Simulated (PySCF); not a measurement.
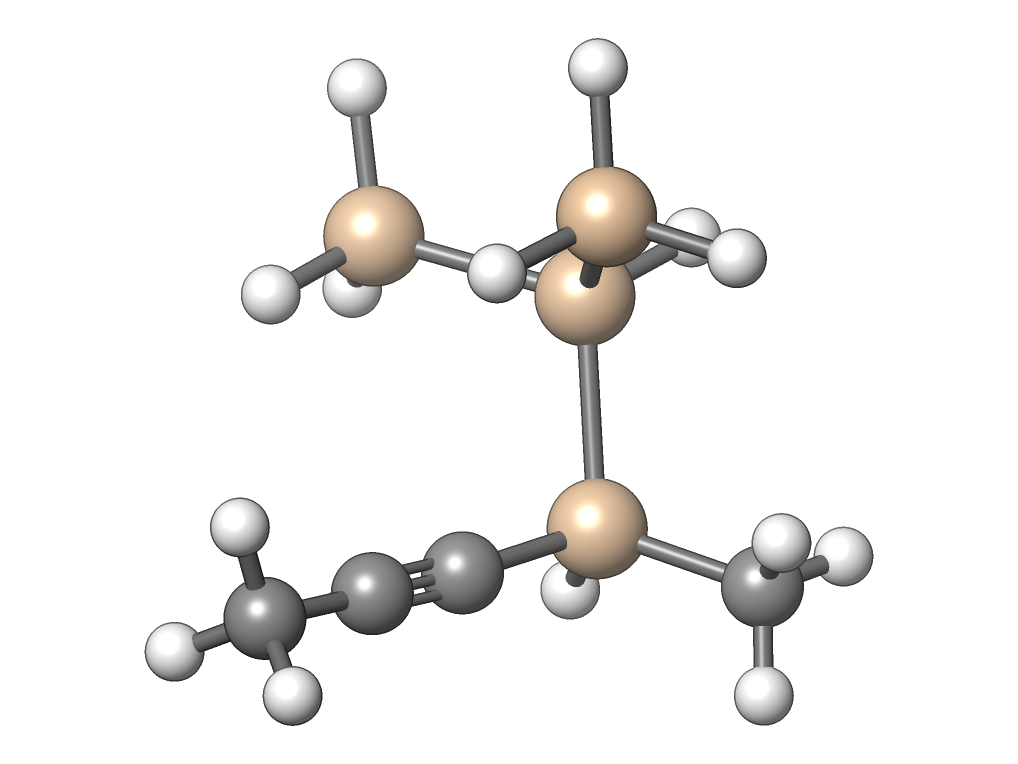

Colours: carbon grey, silicon light orange, hydrogen white.

Computed geometry: PBE0-D3(BJ)/def2-SVP optimisation. No frequency run is at hand to confirm it as a minimum.

> What is the molecular formula?

C4H14Si4, 22 atoms: 4 carbon, 14 hydrogen and 4 silicon.

> Give a SMILES string for it.

CC#C[Si@H](C)[SiH]([SiH3])[SiH3]

> How many bonds of each kind are drawn?

8 Si–H, 6 C–H, 3 Si–Si, 2 C–C, 2 C–Si.

> Does it have rings?

It has no ring.

> Name functional groups in it.

Among them: alkyne, Si–H bond.

The parts below concern this one geometry. Atoms keep their numbers from picture to picture.

**Geometry**

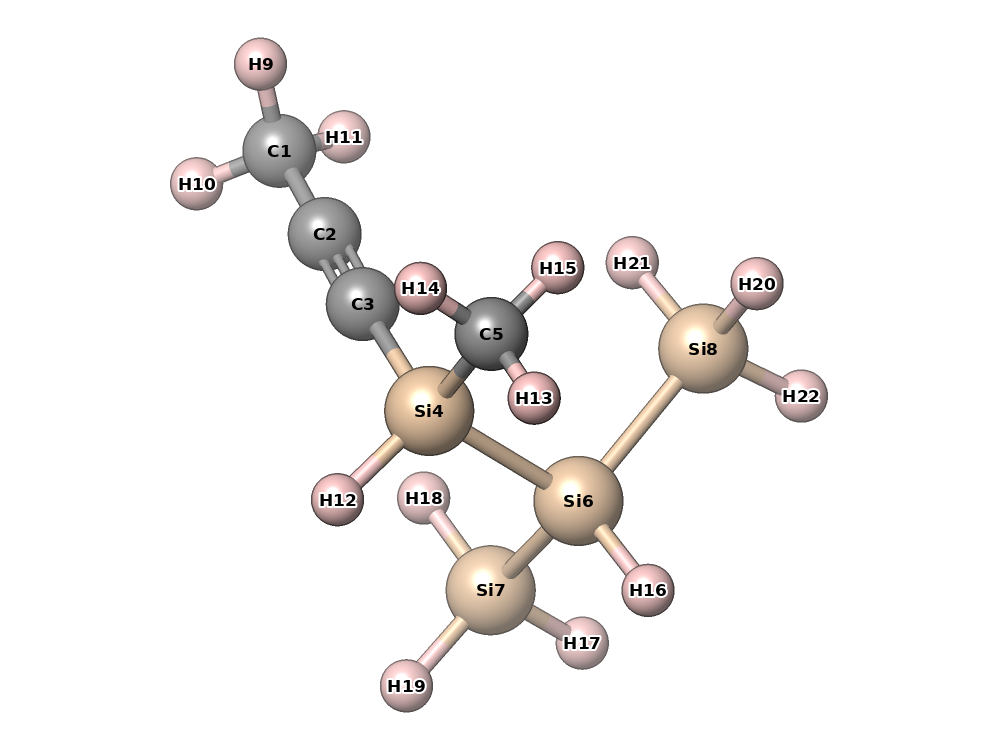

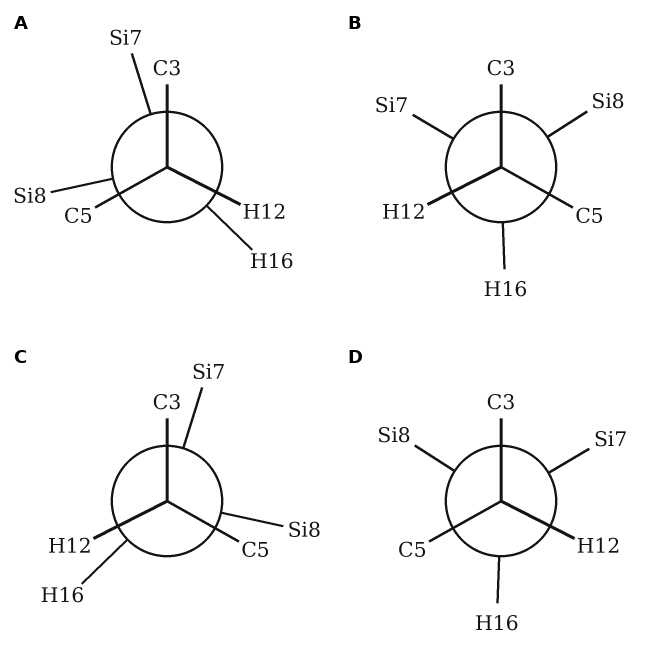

Depth is shown by fading: the farther an atom, the more it takes the colour of the background. Bonds that would overlap in a projection are set slightly apart. No frequency run is at hand to confirm it as a minimum.

> Which Newman projection shows the view along Si4–Si6, with Si4 in front?

B. The torsion angle C5–Si4–Si6–Si7 is −179°, antiperiplanar (anti).

**Polarisability**

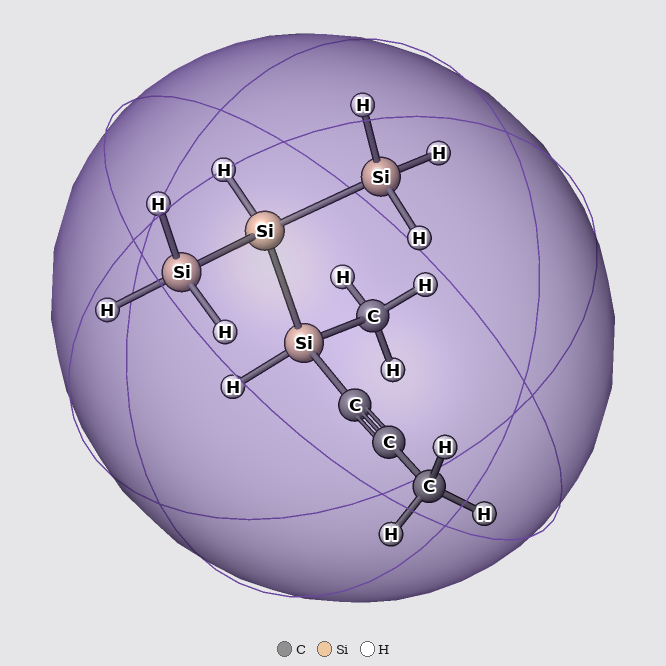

The ellipsoid shows the static dipole polarisability: its half-axes are proportional to the principal values. No frequency run is at hand to confirm it as a minimum. Level of theory: ωB97X-D/def2-SVPD (PySCF 2.14.0).

> How large and how anisotropic is the polarisability?

Principal values 158.2, 170.0, 176.2 bohr³; mean 168.1 bohr³ (24.91 Å³); anisotropy 15.8 bohr³, so the longest axis is 1.11 times the shortest.

**Core levels**

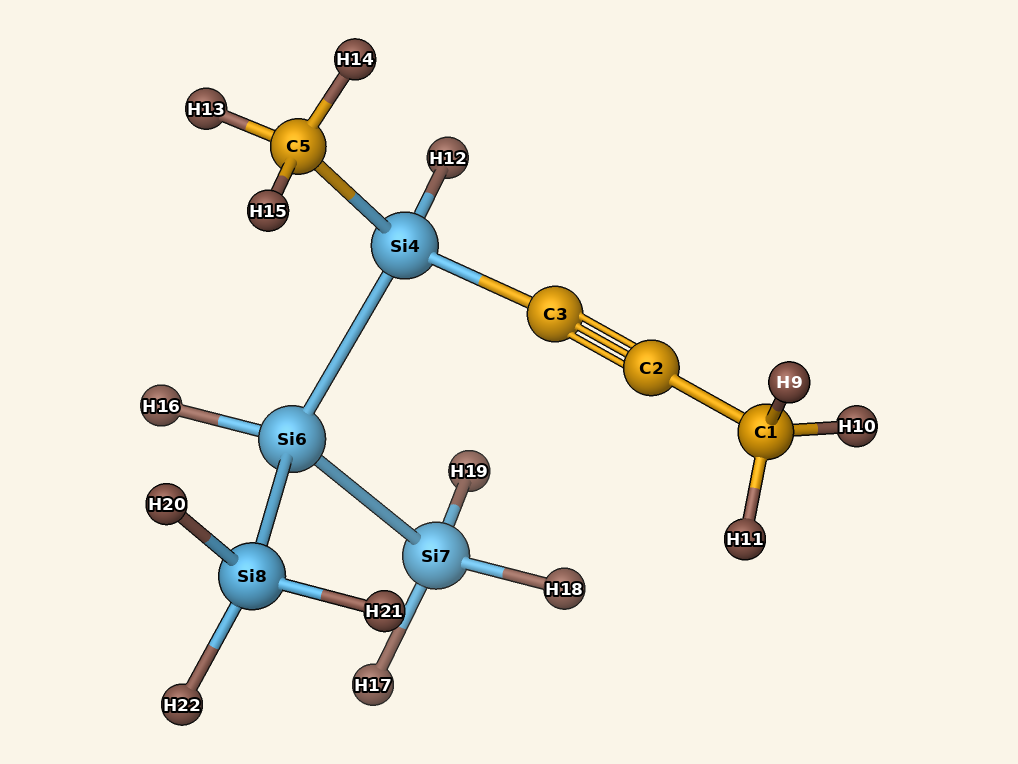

No frequency run is at hand to confirm it as a minimum. Properties computed with delta-SCF UKS SCAN, pcX-2 on the ionised atom, pcseg-1 elsewhere, spin-free X2C (PySCF 2.14.0).

Give the core-electron binding energies (to vacuum; p and d levels without spin–orbit splitting) of C1 1s, C2 1s, C3 1s, Si4 1s, Si4 2p, C5 1s, Si6 1s, Si6 2p, Si7 1s, Si7 2p, Si8 1s, Si8 2p.

```tsv
atom	level	binding energy (eV)
C1	1s	291.6
C2	1s	290.0
C3	1s	289.3
Si4	1s	1846.0
Si4	2p	106.4
C5	1s	290.0
Si6	1s	1845.2
Si6	2p	105.7
Si7	1s	1845.9
Si7	2p	106.4
Si8	1s	1845.9
Si8	2p	106.4
```

**NMR shielding**

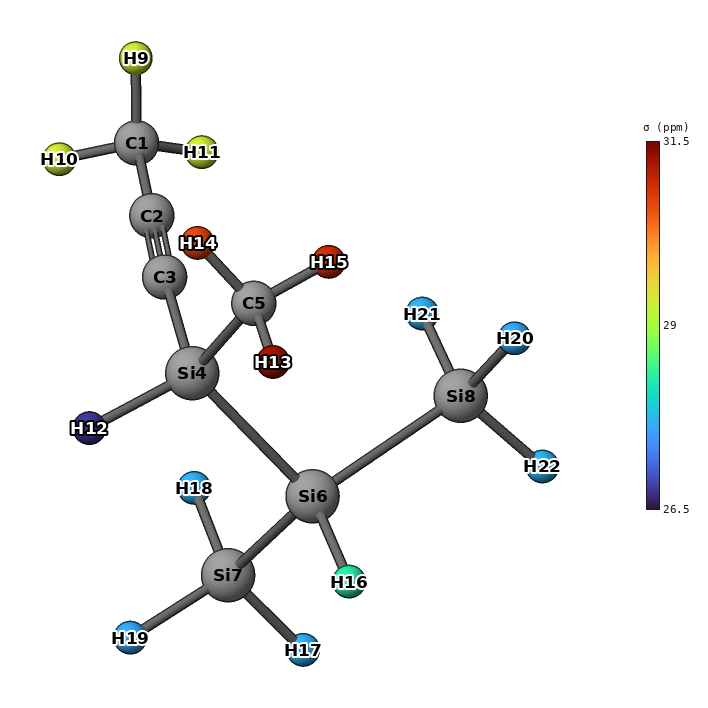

Atoms are coloured by their isotropic NMR shieldings (H only, the others grey). No frequency run is at hand to confirm it as a minimum. Properties computed with GIAO mPW1PW91/pcSseg-1 NMR shielding, non-relativistic, gas phase (PySCF 2.14.0).

List the isotropic NMR shieldings of the H atoms.

| atom | σ (ppm) |
| --- | --- |
| H9 | 29.36 |
| H10 | 29.35 |
| H11 | 29.32 |
| H12 | 26.78 |
| H13 | 31.22 |
| H14 | 30.64 |
| H15 | 30.88 |
| H16 | 28.31 |
| H17 | 27.69 |
| H18 | 27.68 |
| H19 | 27.61 |
| H20 | 27.62 |
| H21 | 27.67 |
| H22 | 27.69 |
